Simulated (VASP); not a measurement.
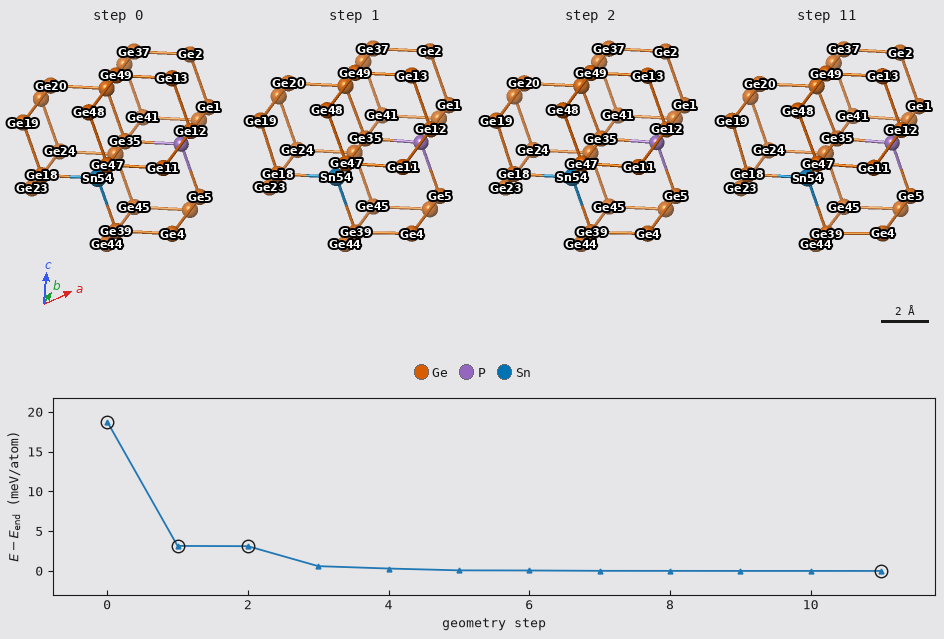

Frames of a relaxation of crystalline Sn₂Ge₅₁P (a generated structure, set up in Cm), marked on the history of the run. Style: ball-and-stick. Shown: the atoms within 5.0 Å of the atom that moves most (axes of the cell of the calculation), slightly off an axis.

The run lets cell and atoms move.

The calculation used VASP 6.6.1, Kohn-Sham DFT of a periodic cell, PBEsol, VASP PAW PBE potentials, minimal.

Input
```
PREC = Accurate
ENCUT = 350
EDIFF = 1E-6
ISMEAR = 0
SIGMA = 0.05
LREAL = False
LASPH = True
NELM = 60
ALGO = Normal
ISIF = 3
LWAVE = False
LCHARG = False
GGA = PS
IBRION = 2
NSW = 40
EDIFFG = -0.01
```

Launched with:
```bash
cat potpaw_PBE.64/Ge/POTCAR potpaw_PBE.64/P/POTCAR potpaw_PBE.64/Sn/POTCAR > POTCAR
mpirun -np 1 vasp_std > vasp.out
```

**What happens along the run?**

The energy falls by 18.8 meV per atom in 11 geometry steps. The largest force component goes from 1.1 to 0.0075 eV/Å. Pressure: 2.29 GPa at the start and 0.00 GPa at the end. A Ge atom moves most relative to the cell: 0.13 Å along [2 1 1]. By element the largest moves are Ge 0.13 Å, P 0.02 Å, Sn 0.02 Å. The volume changes by +3.2 %, with a 12.049 → 12.167 Å (+1.0 %), b = c 12.049 → 12.176 Å (+1.1 %). Some distances before and after: Ge–Sn 2.460 → 2.620 Å, Ge–Ge 2.460 → 2.504 Å, Ge–P 2.460 → 2.434 Å, Ge–Ge 2.460 → 2.482 Å. Bond angles that change, for instance: Ge–Ge–Sn 109.5° → 106.8°, Ge–Ge–Ge 109.5° → 106.8°, Ge–P–Ge 109.5° → 106.8°. The space group stays Cm (No. 8). From step 0 to 1: Ge atoms move most (0.08 Å), volume +4.8 %, energy −15.6 meV per atom. From step 1 to 2: volume −0.2 %, energy 0.0 meV per atom. From step 2 to 11: a Ge atom moves most (0.05 Å), volume −1.3 %, energy −3.1 meV per atom.
